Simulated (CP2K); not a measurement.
# SiO (SMILES O=[Si]): a first try and a second

Wanted: energy and gradient of SiO, AM1.

Program for the calculation: CP2K 2026.2.

3 further runs of the same task are left out: 3 set aside as unsound or not needed.

## (1) The structure to begin with

SiO: 2 atoms, total charge 0, spin state singlet. As SMILES, `O=[Si]`. The shape is that of a PBE0-D4/def2-TZVP optimisation.

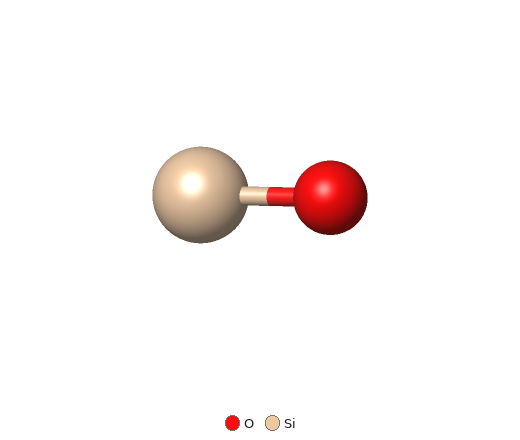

Viewed from a chosen angle; oxygen red, silicon light orange.

## (2) First attempt

File calc.inp:

```
&GLOBAL
  PROJECT_NAME calc
  RUN_TYPE ENERGY_FORCE
  PRINT_LEVEL MEDIUM
&END GLOBAL

&FORCE_EVAL
  METHOD QS
  &DFT
    &QS
      METHOD AM1
      EPS_DEFAULT 1.0E-10
      &SE
        &COULOMB
          CUTOFF [angstrom] 50
          RC_RANGE [angstrom] 0
        &END COULOMB
        &EXCHANGE
          CUTOFF [angstrom] 50
          RC_RANGE [angstrom] 0
        &END EXCHANGE
      &END SE
    &END QS
    &POISSON
      PERIODIC NONE
      POISSON_SOLVER ANALYTIC
    &END POISSON
    &SCF
      SCF_GUESS ATOMIC
      EPS_SCF 1.0E-07
      MAX_SCF 5
      ADDED_MOS 8
      IGNORE_CONVERGENCE_FAILURE T
      &DIAGONALIZATION
        ALGORITHM STANDARD
      &END DIAGONALIZATION
      &MIXING
        METHOD DIRECT_P_MIXING
        ALPHA 0.4
      &END MIXING
    &END SCF
    &PRINT
      &MOMENTS
        PERIODIC F
        REFERENCE COM
        MAX_MOMENT 1
      &END MOMENTS
      &MO ON
        ENERGIES T
        OCCUPATION_NUMBERS T
        NDIGITS 6
        &EACH
          QS_SCF 0
        &END EACH
        ADD_LAST NUMERIC
      &END MO
      &HIRSHFELD OFF
      &END HIRSHFELD
    &END PRINT
  &END DFT
  &SUBSYS
    &CELL
      ABC 13.3 12.5 12.6
      PERIODIC NONE
    &END CELL
    &COORD
      O     -0.640700     0.231500    -0.324000
      Si     0.640700    -0.231500     0.324000
    &END COORD
    &TOPOLOGY
      &CENTER_COORDINATES
      &END CENTER_COORDINATES
    &END TOPOLOGY
  &END SUBSYS
  &PRINT
    &FORCES ON
    &END FORCES
  &END PRINT
&END FORCE_EVAL
```

Command:

```sh
$ OMP_NUM_THREADS=1 cp2k.psmp calc.inp > calc.out
```

What it wrote:

```text
CP2K| version string:                                       CP2K version 2026.2
 CP2K| Input file name                                                  calc.inp

 GLOBAL| Basis set file name                                           BASIS_SET
 GLOBAL| Potential file name                                           POTENTIAL
 GLOBAL| Coordinate file name                                      __STD_INPUT__
 GLOBAL| Method name                                                        CP2K
 GLOBAL| Project name                                                       calc
 GLOBAL| Run type                                                   ENERGY_FORCE
 GLOBAL| FFT library                                                       FFTW3
 GLOBAL| Diagonalization library                                       ScaLAPACK
 GLOBAL| Global print level                                               MEDIUM
 GLOBAL| Total number of message passing processes                             1
 GLOBAL| Number of threads for this process                                    1
 GLOBAL| CPU model name                                                  UNKNOWN

[... 25 lines left out ...]
 *** WARNING in qs_environment.F:2210 :: More added MOs requested than     ***
[... 2 lines left out ...]
 *** warning.                                                              ***
[... 96 lines left out ...]
  Step     Update method      Time    Convergence         Total energy    Change
[... 14 lines left out ...]
  Total energy [eV]:                                         -395.18966619030925
[... 2 lines left out ...]
  Heat of formation [kcal/mol]:                               165.91035077931136
[... 1 line left out ...]
 *** WARNING in qs_scf.F:700 :: SCF run NOT converged ***
[... 20 lines left out ...]
 SE_DIPOLE| Dipole type                                             non-periodic
 SE_DIPOLE| Moment [a.u.]          -0.59520068       0.21506002      -0.30099114
 SE_DIPOLE| Moment [Debye]         -1.51284908       0.54662801      -0.76504308
 SE_DIPOLE| Derivative [a.u.]       0.00000000       0.00000000       0.00000000
[... 41 lines left out ...]
 -------------------------------------------------------------------------------
```

It took 0.43 s on 1 thread of Arm Neoverse N1, shared host; peak memory 0.13 GiB.

## (3) Reading the log

The run stopped without converging.

The fault: few scf steps. Among its listed settings the sound run differs in this, and the input shows the rest: iteration cap 100 in place of 5.

## (4) The mended input

File job.inp:

```
&GLOBAL
  PROJECT_NAME job
  RUN_TYPE ENERGY_FORCE
  PRINT_LEVEL MEDIUM
&END

&FORCE_EVAL
  METHOD Quickstep
  &DFT
    CHARGE 0
    MULTIPLICITY 1
    ! Quickstep
    &QS
      METHOD AM1
      EPS_DEFAULT 1.0E-10
      &SE
        &COULOMB
          CUTOFF [angstrom] 50
          RC_RANGE [angstrom] 0
        &END
        &EXCHANGE
          CUTOFF [angstrom] 50
          RC_RANGE [angstrom] 0
        &END
      &END
    &END
    ! isolated system
    &POISSON
      PERIODIC NONE
      POISSON_SOLVER ANALYTIC
    &END
    ! SCF settings
    &SCF
      SCF_GUESS ATOMIC
      EPS_SCF 1.0E-07
      MAX_SCF 100
      ADDED_MOS 8
      &DIAGONALIZATION
        ALGORITHM STANDARD
      &END
      &MIXING
        METHOD DIRECT_P_MIXING
        ALPHA 0.4
      &END
    &END
    &PRINT
      &MOMENTS
        PERIODIC F
        REFERENCE COM
        MAX_MOMENT 1
      &END
      &MO ON
        ENERGIES T
        OCCUPATION_NUMBERS T
        NDIGITS 6
        &EACH
          QS_SCF 0
        &END
        ADD_LAST NUMERIC
      &END
      &HIRSHFELD OFF
      &END
    &END
  &END
  &SUBSYS
    &CELL
      ABC [angstrom] 13.3 12.5 12.6
      PERIODIC NONE
    &END
    &COORD
      O     -0.640700     0.231500    -0.324000
      Si     0.640700    -0.231500     0.324000
    &END
    &TOPOLOGY
      &CENTER_COORDINATES
      &END
    &END
  &END
  ! extra output
  &PRINT
    &FORCES ON
    &END
  &END
&END
```

Command:

```sh
$ OMP_NUM_THREADS=1 cp2k.psmp job.inp > job.out
```

What it wrote:

```text
CP2K| version string:                                       CP2K version 2026.2
[...]
 GLOBAL| Method name                                                        CP2K
[...]
 GLOBAL| Run type                                                   ENERGY_FORCE
[...]
 *** WARNING in qs_environment.F:2210 :: More added MOs requested than     ***
 *** available. The full set of unoccupied MOs will be used. Use           ***
 *** 'ADDED_MOS -1' to always use all available MOs and to get rid of this ***
[...]
                             - Atoms:                                          2
[...]
                             - Spherical basis functions:                      8
[...]
 Number of electrons:                                                         10
[...]
     1 P_Mix/Diag. 0.40E+00    0.0     0.74927880       -13.2011136676 -1.32E+01
[...]
    16 DIIS/Diag.  0.47E-07    0.0     0.00000008       -14.7859500723  1.07E-14
  *** SCF run converged in    16 steps ***
  Core-core repulsion energy [eV]:                            187.64796050822207
  Core Hamiltonian energy [eV]:                              -682.66902690535585
  Two-electron integral energy [eV]:                          185.34980659195267
  Electronic energy [eV]:                                    -589.99412360937947
  Total energy [eV]:                                         -402.34616310115740
  Atomic reference energy [eV]:                               402.38421936587463
  Heat of formation [kcal/mol]:                                 0.87759838234606
[...]
 SE_DIPOLE| Moment [Debye]         -1.25591163       0.45379045      -0.63511061
 SE_DIPOLE| Derivative [a.u.]       0.00000000       0.00000000       0.00000000
 ENERGY| Total FORCE_EVAL ( QS ) energy [hartree]            -14.785950072297284
 FORCES| Atomic forces [hartree/bohr]
 FORCES|   Atom     x               y               z               |f|
 FORCES|      1 -6.98648135E-02  2.52438026E-02 -3.53304192E-02   8.22592259E-02
 FORCES|      2  6.98648135E-02 -2.52438026E-02  3.53304192E-02   8.22592259E-02
 FORCES| Sum     0.00000000E+00  0.00000000E+00  0.00000000E+00
 FORCES| Total atomic force                                       0.00000000E+00
[...]
```

Run time: 0.44 s. Hardware: 1 thread of Arm Neoverse N1, shared host; peak memory 0.13 GiB.

## (5) Outcome

At AM1:

| quantity | value |
| --- | --- |
| total energy | -14.78595 Eh |
| dipole moment | 1.48 D |
| HOMO energy | -8.41 eV |
| LUMO energy | -0.04 eV |
| HOMO–LUMO gap | 8.37 eV |
| heat of formation at this unrelaxed shape | 0.9 kcal/mol |
| largest force on an atom | 4.230 eV/Å |

The largest force is 4.23 eV/Å: the shape isn't a stationary point for this species at this level.
